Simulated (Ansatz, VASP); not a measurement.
# Cross-check of Hf2Sb3Te between VASP and Ansatz, part 3 of 3

One calculation is typed for both programs; each brings its own data sets and cutoff. How far apart do they land?

VASP 6.6.1 and Ansatz 0.2.0.

So far: The structure; VASP: single point, r2SCAN with rVV10.

### Step 3. Ansatz: single point, r2SCAN with rVV10

Level of this step: Ansatz beside VASP: Kohn-Sham DFT, plane waves, r2SCAN with rVV10 (Ansatz).

Ansatz runs on its default PAW (the set named soft_2) files.

The same cell, functional, mesh and smearing now go to Ansatz, which takes its cutoff from its data sets.

input.yaml reads:

```yaml
crystal:
  lattice:
    - [3.692289, 0.0, 0.0]
    - [0.0, 8.7512272489, 0.0]
    - [0.0, 0.0, 28.4786970261]
  atoms:
    - { symbol: Te, position: [0.0, 0.87132383, 0.26335475], spin: 0.6 }
    - { symbol: Te, position: [0.5, 0.57542434, 0.42699523], spin: 0.6 }
    - { symbol: Te, position: [0.0, 0.2793933548, 0.5887884899], spin: 0.6 }
    - { symbol: Sb, position: [0.0, 0.53337812, 0.32375789], spin: 0.6 }
    - { symbol: Sb, position: [0.5, 0.14728799, 0.34110476], spin: 0.6 }
    - { symbol: Sb, position: [0.0, 0.96600914, 0.40936428], spin: 0.6 }
    - { symbol: Sb, position: [0.5, 0.23747862, 0.48739837], spin: 0.6 }
    - { symbol: Sb, position: [0.0, 0.856374957, 0.5056483233], spin: 0.6 }
    - { symbol: Sb, position: [0.5, 0.6738880251, 0.5680939483], spin: 0.6 }
    - { symbol: Sb, position: [0.0, 0.952918666, 0.6550059306], spin: 0.6 }
    - { symbol: Sb, position: [0.5, 0.5488869497, 0.6609858295], spin: 0.6 }
    - { symbol: Sb, position: [0.0, 0.3657624932, 0.73813515], spin: 0.6 }
    - { symbol: Hf, position: [0.5, 0.80173343, 0.34411133], spin: 0.6 }
    - { symbol: Hf, position: [0.0, 0.31307362, 0.40637048], spin: 0.6 }
    - { symbol: Hf, position: [0.0, 0.5081067881, 0.505989784], spin: 0.6 }
    - { symbol: Hf, position: [0.5, 0.0201596123, 0.570339921], spin: 0.6 }
    - { symbol: Hf, position: [0.5, 0.2208670177, 0.6682184839], spin: 0.6 }
    - { symbol: Hf, position: [0.0, 0.6942174965, 0.71952277], spin: 0.6 }
hamiltonian:
  xc: r2scan
  pseudopotentials: { kind: paw }
  dispersion: rvv10
magnetization:
  spin_polarized: true
kpoints:
  mp_grid: { grid: [4, 2, 1] }
scf:
  occupations: { method: gaussian, width: 0.05 }
  n_extra_bands: 15
efield:
  axis: 3
  dipole_correction: true
  ramp_width: 0.04
output:
  forces: true
  eigenvalues: true
  write_density: true
  write_potential: true
  elf: true
  volumetric_format: npy
```

Launch:

```console
ansatz run input.yaml --threads 8 --pin off --max-ram 18432MiB --backend cpu --events-out ev --progress --plain --runs-dir out
```

Numbers of over 12 decimals in the logs are rounded to 6 here.

The program printed:

```text
Warning: the band count 185 (scf.n_extra_bands) hosts the net moment |M| = 10.8000 μB (N_el = 339) but caps the reachable moment at 2·n_bands − N_el = 31.0000 μB, below the 210 bands that the automatic rule leaves for it — a moment growing past the seed, or the majority channel's smearing tail, pins there with fewer empty majority states than that count leaves; raise or omit scf.n_extra_bands unless the cap is intended
scf.n_extra_bands = 15 over 170 filled bands (N_el = 339.0): the run solves 185 bands
Engine: ansatz 0.2.0, aarch64-unknown-linux-gnu
Pseudopotentials: kind: paw
Pseudopotential: Te, paw, valence charge 16, recommended cutoff 500 eV (meta_gga), Te.paw.azcp
Pseudopotential: Sb, paw, valence charge 15, recommended cutoff 500 eV (meta_gga), Sb.paw.azcp
Pseudopotential: Hf, paw, valence charge 26, recommended cutoff 500 eV (meta_gga), Hf.paw.azcp
Functional definition: r2SCAN+rVV10
  parameter k0 = 0.174
  parameter k1 = 0.065
  parameter a1 = 4.9479
  exchange = r2scan_x(k0 = k0, k1 = k1, a1 = a1)
  correlation = r2scan_c + rvv10(11.95, 0.0093)
Crystal: 18 atoms, lattice volume = 920.205 Å³
Basis set: ecut = 500 eV, 23401 PW (Γ), exchange–correlation on 128×288×960 points (64 copies of the dense FFT grid, shifted against one another)
Bands: 185, of which v1, the nominal top of the filled ones, is band 170 counted from 1 (169 counted from 0)
Symmetry: 2 space group operations
k-points: 6 of 8
Non-local potential: Te, projectors of the file, l = 0: 2, l = 1: 2, l = 2: 2, l = 3: 2
Non-local potential: Sb, projectors of the file, l = 0: 2, l = 1: 2, l = 2: 2, l = 3: 2
Non-local potential: Hf, projectors of the file, l = 0: 3, l = 1: 2, l = 2: 2, l = 3: 3
PAW form: soft (Blöchl's): semilocal exchange-correlation on the pseudo side does not see the compensation charge
rVV10 density: all electrons in the spheres
PAW frozen core: Te, regenerated for the run's functional (the file was generated under x = pbe(κ = 0.804, μ = 0.219515), c = pbe(β = 0.066725))
PAW frozen core: Sb, regenerated for the run's functional (the file was generated under x = pbe(κ = 0.804, μ = 0.219515), c = pbe(β = 0.066725))
PAW frozen core: Hf, regenerated for the run's functional (the file was generated under x = pbe(κ = 0.804, μ = 0.219515), c = pbe(β = 0.066725))
PAW one-centre angular grid: Te, 590 points (default); XC on 160 Gauss nodes
PAW one-centre angular grid: Sb, 590 points (default); XC on 160 Gauss nodes
PAW one-centre angular grid: Hf, 974 points (default); XC on 160 Gauss nodes
Initial density: superposition of atomic densities (neutral atoms: chi_scale 0, normalization atom)
Starting moments: Σ|m| = 10.8 μB on 18 of 18 sites
Initial wavefunctions: pseudopotential atomic-orbital guess
Functional: x = r2scan, c = r2scan + rvv10(b = 11.95, C = 0.0093); τ floored in thin density (d = 2e-4 eV/Å³)
SCF iter   1: F=—  HF=-173834.554253 eV  |F-HF|=—  |Δ(HF+E_count)|=         —  Δρ=1.20e-2 (↑1.20e-2 ↓1.18e-2)  dr2=1.49e1  dr2_τ=9.05e-2  dr2_m=3.66e-1  M=3.475 μB ∫|m|=3.501 μB  β_m=0.44  ethr=3.10e-3  p=-0.000 e·Å  D=-7.21e-8 V/Å  ΔV_dip=0.00 eV  dr2_dipole=4.28e0  V_vac-E_F(+/−)=5.49/5.49 eV  ⟨swp⟩=7.7  Hψ=9316  notcnv=0
Mixer restart at iter 1: flushing history
efield: sawtooth ramp at fractional position 0.9807 (placed from the atoms, in the widest stretch of the axis that holds none; the zero of the levels goes with the place), width 0.0400; the density the first Hamiltonian is built on has a dipole p = -0.000 e·Å; the dipole correction subtracts the counter field D = -7.21e-8 V/Å, which shifts the + side's vacuum level by +0.00 eV against the − side's; the planar-averaged density in the ramp window peaks in size at 1.6e-7 e/Å³
preconditioner: auto → LDOS  [metal: Δε(μ)=0.021 eV  Ē_g=10.204 eV  σ=0.050 eV  W_gap=0.23  n_scr=208 (ndim 8)  ℏωp=16.0 eV  f_vac=0.465  D(μ)=11.36/eV (n_scr^D=40)]
spin=Collinear: LDOS preconditioning applied to the charge; magnetization (m = ρ↑ − ρ↓) channel mixes plain (no charge-response kernel on spin).
SCF iter   2: F=—  HF=-173836.316192 eV  |F-HF|=—  |Δ(HF+E_count)|=    1.76e0  Δρ=8.44e-3 (↑8.40e-3 ↓8.44e-3)  dr2=6.68e0  dr2_τ=1.12e-2  dr2_m=1.42e-1  M=3.056 μB ∫|m|=3.080 μB  β_m=1.00  ethr=3.10e-3  p=0.040 e·Å  D=7.82e-3 V/Å  ΔV_dip=-0.22 eV  dr2_dipole=2.31e0  V_vac-E_F(+/−)=5.13/5.35 eV  ⟨swp⟩=2.0  Hψ=2902  notcnv=0  defer=87  κ⁻¹=1.0e0(r=1)
SCF iter   3: F=—  HF=-173838.450874 eV  |F-HF|=—  |Δ(HF+E_count)|=    2.13e0  Δρ=3.19e-3 (↑3.19e-3 ↓3.18e-3)  dr2=5.69e-1  dr2_τ=7.60e-3  dr2_m=3.47e-3  M=2.479 μB ∫|m|=2.626 μB  β_m=0.30  ethr=1.97e-3  p=0.135 e·Å  D=2.65e-2 V/Å  ΔV_dip=-0.75 eV  dr2_dipole=1.35e-1  V_vac-E_F(+/−)=4.43/5.19 eV  ⟨swp⟩=3.3  Hψ=4171  notcnv=0  defer=87  κ⁻¹=4.7e-2(r=2)
SCF iter   4: F=—  HF=-173838.622040 eV  |F-HF|=—  |Δ(HF+E_count)|=   1.71e-1  Δρ=2.11e-3 (↑2.11e-3 ↓1.97e-3)  dr2=1.08e-1  dr2_τ=7.94e-4  dr2_m=7.10e-3  M=2.354 μB ∫|m|=2.595 μB  β_m=0.55  ethr=1.68e-4  p=0.176 e·Å  D=3.46e-2 V/Å  ΔV_dip=-0.99 eV  dr2_dipole=9.39e-3  V_vac-E_F(+/−)=4.17/5.16 eV  ⟨swp⟩=3.5  Hψ=3695  notcnv=0  defer=88  κ⁻¹=1.0e-2(r=3)
[...]
SCF iter  17: F=—  HF=-173838.847745 eV  |F-HF|=—  |Δ(HF+E_count)|=   1.35e-7  Δρ=1.95e-6 (↑1.95e-6 ↓1.92e-6)  dr2=1.53e-7  dr2_τ=8.05e-10  dr2_m=1.38e-8  M=2.418 μB ∫|m|=2.688 μB  β_m=1.00  ethr=6.19e-11  p=0.184 e·Å  D=3.63e-2 V/Å  ΔV_dip=-1.03 eV  dr2_dipole=4.80e-8  V_vac-E_F(+/−)=4.10/5.13 eV  ⟨swp⟩=2.7  Hψ=4020  notcnv=0  defer=82  κ⁻¹=4.6e-6(r=8)
SCF iter  18: F=—  HF=-173838.847745 eV  |F-HF|=—  |Δ(HF+E_count)|=   9.06e-8  Δρ=1.30e-6 (↑1.30e-6 ↓1.26e-6)  dr2=5.73e-8  dr2_τ=3.79e-10  dr2_m=4.06e-9  M=2.418 μB ∫|m|=2.688 μB  β_m=1.00  ethr=4.52e-11  p=0.184 e·Å  D=3.63e-2 V/Å  ΔV_dip=-1.03 eV  dr2_dipole=6.74e-9  V_vac-E_F(+/−)=4.10/5.13 eV  ⟨swp⟩=3.0  Hψ=4407  notcnv=0  defer=82  κ⁻¹=7.6e-6(r=8)
SCF iter  19: F=—  HF=-173838.847746 eV  |F-HF|=—  |Δ(HF+E_count)|=   4.68e-8  Δρ=5.49e-7 (↑5.04e-7 ↓5.49e-7)  dr2=1.26e-8  dr2_τ=6.48e-11  dr2_m=5.23e-10  M=2.418 μB ∫|m|=2.688 μB  β_m=1.00  ethr=1.69e-11  p=0.184 e·Å  D=3.63e-2 V/Å  ΔV_dip=-1.03 eV  dr2_dipole=3.18e-10  V_vac-E_F(+/−)=4.10/5.13 eV  ⟨swp⟩=15.7  Hψ=19665  notcnv=0  κ⁻¹=3.5e-6(r=8)
SCF iter  20: F=-173838.847746 eV  HF=-173838.847746 eV  |F-HF|=1.60e-9  |Δ(HF+E_count)|=   9.72e-9  Δρ=2.17e-7 (↑2.17e-7 ↓1.98e-7)  dr2=1.78e-9  dr2_τ=1.06e-11  dr2_m=1.03e-10  M=2.417 μB ∫|m|=2.688 μB  ethr=3.72e-12  p=0.184 e·Å  D=3.63e-2 V/Å  ΔV_dip=-1.03 eV  dr2_dipole=2.54e-10  V_vac-E_F(+/−)=4.10/5.13 eV  ⟨swp⟩=8.8  Hψ=13956  notcnv=0
SCF 1 converged in 20 iterations: F = -173838.847746 eV  dr2 = 1.78e-9
  greatest PAW one-centre occupation: 0.998 electrons in one spin orbital (limit 2), on the Hf atom at site 17 (counted from 0), in its partial waves of l = 3
WARN: The output density's exchange-correlation potential varies sharply where the density is thin. Do not read a vacuum level from v_tot or v_xc, or from such a field of the output density. On a cell that repeats whose density bears no net charge and no dipole along the vacuum's axis use v_es (v_loc + v_h of the components); under efield.dipole_correction with no amplitude use v_es + v_field, which holds any externa [...]
this state was not tested for a lower state beside it, because the mixer in use, unlike msr1, does not test its closes by its own steps (another_mixer; see scf.mixing.algorithm and scf.lower_state_search)
SCF converged after 20 iterations
Magnetization: 2.4174 μB (170.7087 up, 168.2913 down)
Absolute magnetization: 2.7101 μB (∫|ρ↑−ρ↓|, with the PAW one-centre terms)
Spin contamination: 0.0950 ħ² per cell (⟨S²⟩ above its minimum at these occupations)
Per-site moments (μB) at R_I (Å): [(0.371067, 1.242194), (-0.00351546, 1.224804), (-0.00133293, 1.222804), (0.092729, 1.254714), (0.055499, 1.235288), (0.00953045, 1.198333), (-0.00474503, 1.249185), (0.00825042, 1.198333), (0.027818, 1.180860), (0.019285, 1.202730), (-0.00481675, 1.152408), (0.00177033, 1.205675), (0.061353, 1.232563), (0.123809, 1.235288), (0.00997921, 1.212578), (0.074291, 1.225819), (0.051687, 1.187157), (0.368120, 1.152408)]
Free energy (F): -173838.847746 eV
Harris-Foulkes:  -173838.847746 eV  (|F-HF|=1.60e-9)
Internal energy: -173838.838685 eV  (E = F + TS)
E sigma→0 (E₀):  -173838.843215 eV
Entropy (-TS):   -0.009061 eV (-0.503 meV/atom)
Fermi energy:    4.554724 eV
Dipole field:    D = 0.036270 V/Å  (p = 0.184444 e·Å, saw-weighted, corrected)
Work function:   Φ+ = 4.0987 eV   Φ− = 5.1316 eV
Levels:          The Fermi level and band energies are counted from a zero that moves with the ramp; work functions are not
--- Per-component energies (eV) ---
  E_band       = -5612.193835
  E_kinetic    = 4935.134695
  E_local      = -458065.773061  (includes V_loc(G=0)·N_el)
  E_nonlocal   = -5154.541832
  E_hartree    = 226356.999321
  E_xc         = -3145.280722
  E_vxc        = -3004.302925  (∫ρ·V_xc dr)
  E_paw        = -97188.284256  (= ΣΔE_a)
  E_vpaw       = 2798.870059  (= ΣTr[D̂ρ^β])
  E_aug_tail   = 0.000038  (compensation charges beyond the density's cutoff)
  E_vtau       = 169.195699  (kinetic-family band-sum trace: ∫τ·v_τ [+ j·A + Jᵃ·Aᵃ] dr)
  E_efield     = 0.003345  (sawtooth field / dipole correction)
  E_vefield    = -4.780289  (∫n·V_field dr)
  E_ewald      = 158415.565758
  E_core_change = 7.338030  (= ΣΔE_core)
  E_smearing   = -0.009061  (= −TS)
  E_closure    = 0.000000  (closes the sum)
  Σ components = -173838.847746   (vs F -173838.847746, Δ=0.00e0)
--- Forces (eV/Å), atoms counted from 1 ---
  atom   1  Te     0.00000000    -0.47982906     0.80791034
  atom   2  Te     0.00000000    -0.10063200    -0.27250491
  atom   3  Te     0.00000000     0.07792257    -0.08553268
  atom   4  Sb     0.00000000     0.75979259     0.09266201
  atom   5  Sb     0.00000000    -0.02867355     0.66376946
  atom   6  Sb     0.00000000     0.50434554    -0.66189431
  atom   7  Sb     0.00000000     0.20281628    -0.01145411
  atom   8  Sb     0.00000000    -0.01132589    -0.04470291
  atom   9  Sb     0.00000000    -0.01234311     0.02390107
  atom  10  Sb     0.00000000    -0.01851933    -0.01039397
  atom  11  Sb     0.00000000    -0.03643365    -0.08602837
  atom  12  Sb     0.00000000    -0.01625968     0.05163570
  atom  13  Hf     0.00000000    -0.28002976    -0.93319959
  atom  14  Hf     0.00000000    -0.50703892     0.29717966
  atom  15  Hf     0.00000000     0.00718537     0.04427878
  atom  16  Hf     0.00000000    -0.04393713    -0.01019555
  atom  17  Hf     0.00000000    -0.06118882     0.05333772
  atom  18  Hf     0.00000000     0.04416125     0.08123569
  max |Σ_I F_I| component: 1.27e-5 eV/Å
--- Band table (eV; the first three rows and the last of 12) ---
  k-point 0 ↑: bands = [... 166 lower, 4.2832, 4.3215, 4.3901, 4.6457, 4.9300, 5.0941, 5.3439, 5.4438, ... 11 higher]
  k-point 1 ↑: bands = [... 166 lower, 4.2995, 4.5172, 4.7636, 4.9193, 4.9776, 5.0328, 5.4898, 5.5451, ... 11 higher]
  k-point 2 ↑: bands = [... 166 lower, 3.6502, 3.9681, 4.0211, 4.2330, 4.5011, 4.7746, 5.0893, 5.1828, ... 11 higher]
  k-point 5 ↓: bands = [... 166 lower, 3.7385, 4.0146, 4.3426, 4.5727, 4.8089, 5.0496, 5.1028, 5.5715, ... 11 higher]
```

Wall time 2.8 min (8 threads of Arm Neoverse V2, shared host); peak memory 8.8 GiB; 22 min of CPU time.

### Step 4. Comparison

Known differences besides the PAW data sets themselves: VASP keeps PBE cores, Ansatz makes them for the functional; the data sets hold 339 valence electrons in Ansatz (default PAW (the set named soft_2) files) and 87 in VASP; the cutoff is 500 eV in Ansatz and 300 eV in VASP (PREC = Normal, projectors in real space); site moments are counted in spheres of each program's own size. Total energies have different zeros and are not compared.

The two programs side by side:

| quantity | Ansatz | VASP | difference |
| --- | --- | --- | --- |
| total moment (μB) | 2.42 | 2.43 | -0.02 |
| moment on Hf18 (μB) | 0.37 | 0.58 | -0.21 |
| moment on Te1 (μB) | 0.37 | 0.34 | +0.03 |
| moment on Hf14 (μB) | 0.12 | 0.17 | -0.05 |
| moment on Hf16 (μB) | 0.07 | 0.10 | -0.03 |
| moment on Hf13 (μB) | 0.06 | 0.08 | -0.02 |
| moment on Hf17 (μB) | 0.05 | 0.08 | -0.02 |
| moment on Sb4 (μB) | 0.09 | 0.07 | +0.02 |
| moment on Sb5 (μB) | 0.06 | 0.05 | +0.01 |
| work function, lower of the two faces (eV) | 4.10 | 4.33 | -0.23 |
| work function, higher of the two faces (eV) | 5.13 | 5.60 | -0.47 |

Forces on 10 of the 18 atoms, picked by the larger force of the two programs (eV/Å; atoms numbered as in POSCAR):

| atom | Ansatz x, y, z | VASP x, y, z |
| --- | --- | --- |
| Te1 | 0.000, -0.480, 0.808 | 0.000, -0.491, 0.867 |
| Te2 | 0.000, -0.101, -0.273 | 0.000, -0.134, -0.264 |
| Te3 | 0.000, 0.078, -0.086 | 0.000, 0.033, -0.074 |
| Sb4 | 0.000, 0.760, 0.093 | 0.000, 0.776, 0.110 |
| Sb5 | 0.000, -0.029, 0.664 | 0.000, -0.011, 0.672 |
| Sb6 | 0.000, 0.504, -0.662 | 0.000, 0.475, -0.720 |
| Sb7 | 0.000, 0.203, -0.011 | 0.000, 0.231, -0.001 |
| Sb11 | 0.000, -0.036, -0.086 | 0.000, -0.034, -0.009 |
| Hf13 | 0.000, -0.280, -0.933 | 0.000, -0.247, -0.937 |
| Hf14 | 0.000, -0.507, 0.297 | 0.000, -0.482, 0.315 |

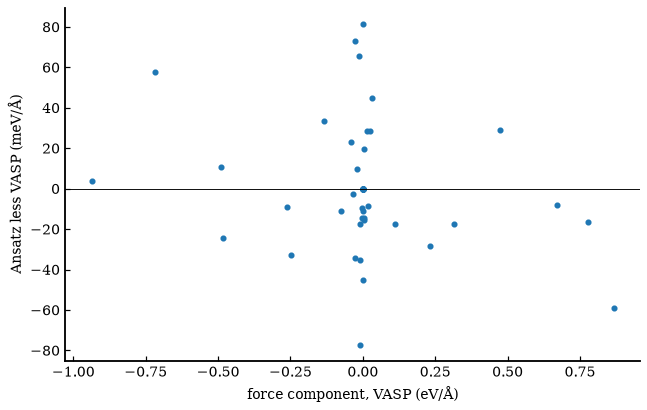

Difference of the force components against their size.

The forces differ by 29 meV/Å r.m.s., which is 10.3 % of the r.m.s. force of 0.28 eV/Å (both taken over all components).

### Step 5. Looking for the cause

The difference is large enough to ask for its cause, so further runs change the set-up of one program at a time, as the table lists.

| run | r.m.s. force difference (% of the r.m.s. force) |
| --- | --- |
| as above | 10 |
| cores kept as stored, as VASP does | 10 |
| Ansatz's larger PAW set (cutoff 620 eV) | 10 |

### Step 6. Outcome

| Item | Value |
| --- | --- |
| r.m.s. force difference (single point, r2SCAN with rVV10) | 10 % of the r.m.s. force |

The r.m.s. force difference is 10 % of the r.m.s. force (single point, r2SCAN with rVV10), beyond the 3 % picked in this series as the mark of a large difference. For single point, r2SCAN with rVV10: no further run halves the r.m.s. force difference; only Ansatz's side was varied. 1 further run on this material is not shown. How closely two codes agree says nothing of how well the functional describes the real material.

[Lines on the potential files, build, host, timing and source positions are cut from VASP's logs without a mark.]

[Logs are printed without paths, hosts, clocks, repeated set-up lines and the standing remarks that a program may print on its own settings, such as how far it seeks lower states.]

[Hosts, paths, dates, database ids (printed as entryN), source tags and the programs' standing remarks are cut or masked in the printed files.]
